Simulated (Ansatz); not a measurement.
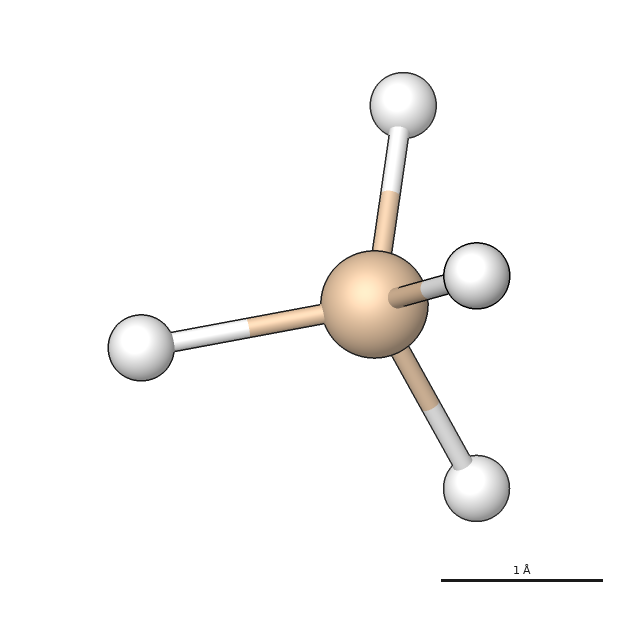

Rendered structure (ball-and-stick style). Colours: silicon light orange, hydrogen white.

Question: Which formula does it have?

Answer: SiH4, 5 atoms: 1 silicon and 4 hydrogen.

Question: How many atoms are distinct by symmetry?

Answer: 2: 1 Si, 4 H.

More results for the same structure follow; atom numbers are the same in all pictures, views and colours differ. The geometry was computed by an optimisation with PBE0-D4/def2-TZVP.

### Vibrations

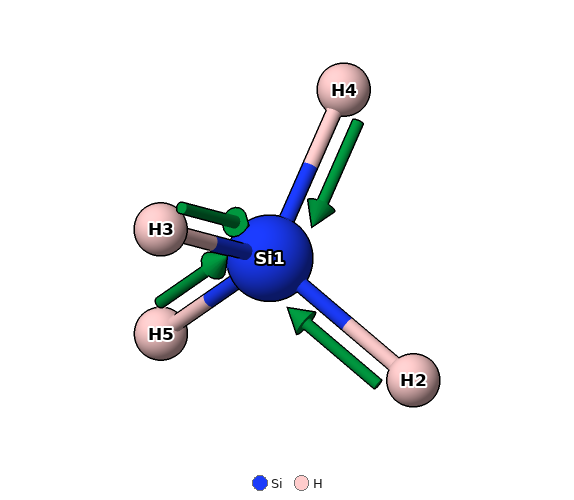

The arrows show one normal mode. Harmonic vibrations computed with RKS PBE0-D4/def2-TZVP (Ansatz 0.2.0) at a stationary point of the same level.

Question: What kind of motion is it?

Answer: Mostly in-phase stretching of 4 Si–H bonds.

Question: Estimate its harmonic wavenumber.

Answer: 2236 cm⁻¹; it is mode 6 of 9 counted from the lowest.

### Charges

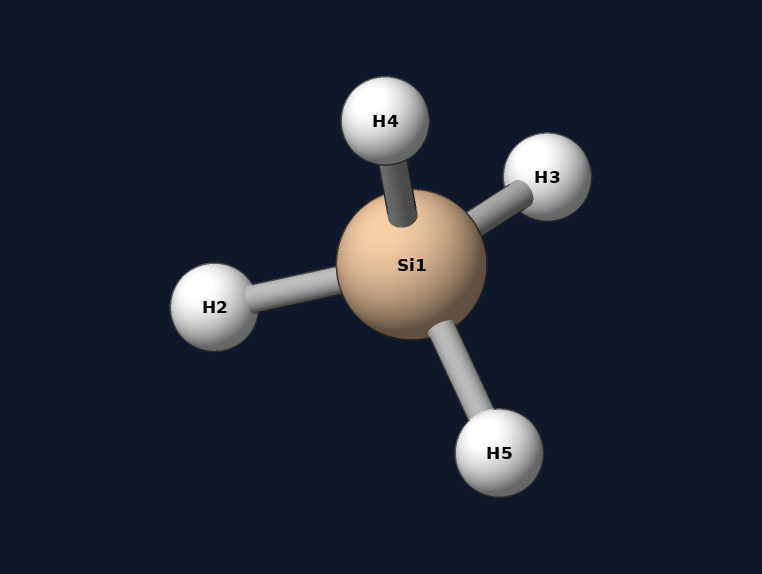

The questions are on Mulliken charges. Method: RKS PBE0-D4/def2-TZVP (Ansatz 0.2.0).

Give the Mulliken charges atom by atom.

```
atom  value (e)
 Si1       0.07
  H2      −0.02
  H3      −0.02
  H4      −0.02
  H5      −0.02
```

### Thermal motion

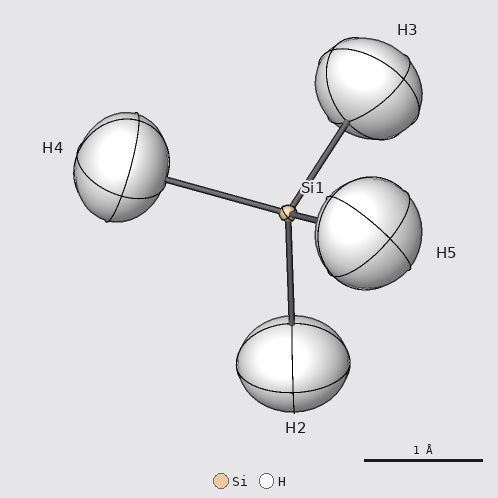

Displacement ellipsoids at the 50 % level, enlarged 3 times, from the internal vibrations of the free molecule (harmonic, no overall translation or rotation; no half-axis is drawn under 0.075 Å). Vibrations computed with RKS PBE0-D4/def2-TZVP (Ansatz 0.2.0). Temperature: 200 K.

Question: Which atom moves most?

Answer: H2, H3, H4, H5, with U_eq = 0.0095 Å².

Give the displacement parameters, one line for each set of equivalent atoms.

| atom | U_eq (Å²) | rms amplitudes (Å) |
| --- | --- | --- |
| Si1 | 0.00007 | 0.008, 0.008, 0.008 |
| H2, H3, H4, H5 | 0.0095 | 0.085, 0.103, 0.103 |

Mulliken values depend strongly on the basis set and can even reverse the polarity of a bond.
